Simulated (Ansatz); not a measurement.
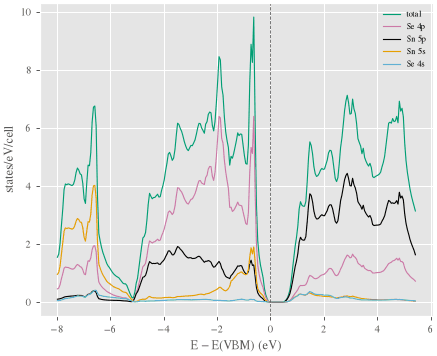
*Total and projected density of states of SnSe in space group Pnma (No. 62; Sn on 4c, Se on 4c), plane-wave PAW PBE+D3(BJ) (Ansatz code)*

### Question
Which orbitals carry the states next to the gap?

### Answer
Top 1 eV of the valence band: Se 4p 60 %, Sn 5s 21 %, Sn 5p 16 %. Bottom 1 eV of the conduction band: Sn 5p 65 %, Se 4p 16 %, Sn 5s 8 %, Se 4s 8 %. Projections are on Löwdin-orthogonalised atomic valence shells; empty p or d shells of many metals are not among them.

### Question
Where is the tallest occupied peak in this window, and what makes it?

### Answer
Near -0.6 eV, about 9.8 states/eV per cell; the largest projected share is Se 4p.

The cell was relaxed with PBE+D3(BJ) under the symmetry of its start. Spin–orbit coupling is left out wherever it is not named.

Potentials: the earlier of the program's two PAW sets.
